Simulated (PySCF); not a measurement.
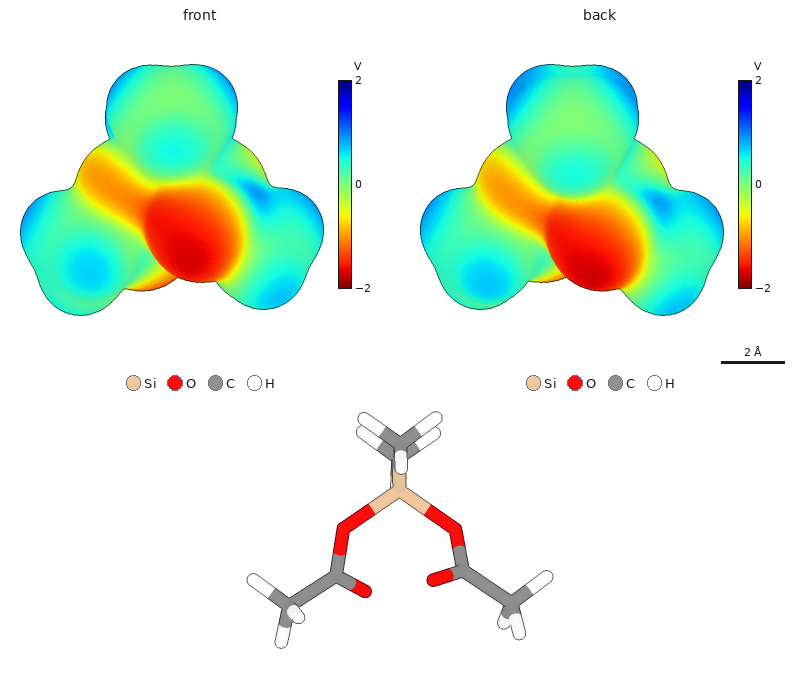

Figure 1: C6H12O4Si (Si(OAc)2Me2). The molecular electrostatic potential painted on the density surface at 0.002 e/bohr³, seen from the front and from behind; red is negative and blue positive. The bare structure is drawn below in the same view.

Geometry: PBE0-D3(BJ)/def2-SVP.

Method: PySCF 2.14.0, PBE0/pcSseg-1, SCF density, gas phase, non-relativistic.

```yaml
atoms:
  - { symbol: Si, position_ang: [-0.9368, 0.0450, -0.6347] }
  - { symbol: O, position_ang: [-0.9314, -0.1758, 1.0541] }
  - { symbol: C, position_ang: [-0.0654, -0.9848, 1.6801] }
  - { symbol: C, position_ang: [-0.1034, -0.8109, 3.1666] }
  - { symbol: O, position_ang: [0.6631, -1.7384, 1.0857] }
  - { symbol: H, position_ang: [0.5292, -1.5620, 3.6516] }
  - { symbol: H, position_ang: [-1.1380, -0.8760, 3.5317] }
  - { symbol: H, position_ang: [0.2636, 0.1993, 3.4038] }
  - { symbol: O, position_ang: [0.6559, 0.1926, -1.2222] }
  - { symbol: C, position_ang: [1.6132, 0.8921, -0.5974] }
  - { symbol: C, position_ang: [2.9612, 0.6812, -1.2146] }
  - { symbol: O, position_ang: [1.3904, 1.5852, 0.3625] }
  - { symbol: H, position_ang: [3.6946, 1.3546, -0.7580] }
  - { symbol: H, position_ang: [2.9120, 0.8354, -2.3016] }
  - { symbol: H, position_ang: [3.2574, -0.3654, -1.0465] }
  - { symbol: C, position_ang: [-1.8670, 1.6223, -0.8993] }
  - { symbol: H, position_ang: [-1.9097, 1.8805, -1.9682] }
  - { symbol: H, position_ang: [-1.3639, 2.4371, -0.3580] }
  - { symbol: H, position_ang: [-2.8975, 1.5360, -0.5220] }
  - { symbol: C, position_ang: [-1.6162, -1.4544, -1.4796] }
  - { symbol: H, position_ang: [-1.6158, -1.3247, -2.5725] }
  - { symbol: H, position_ang: [-2.6480, -1.6558, -1.1541] }
  - { symbol: H, position_ang: [-0.9902, -2.3235, -1.2291] }
```

Describe the electrostatic potential map.

The most negative region (about −1.7 V) lies over O5 and O12, the most positive (about +1.2 V) over Si1.

How polar is the molecule by this calculation?

Its dipole moment is 1.78 D.
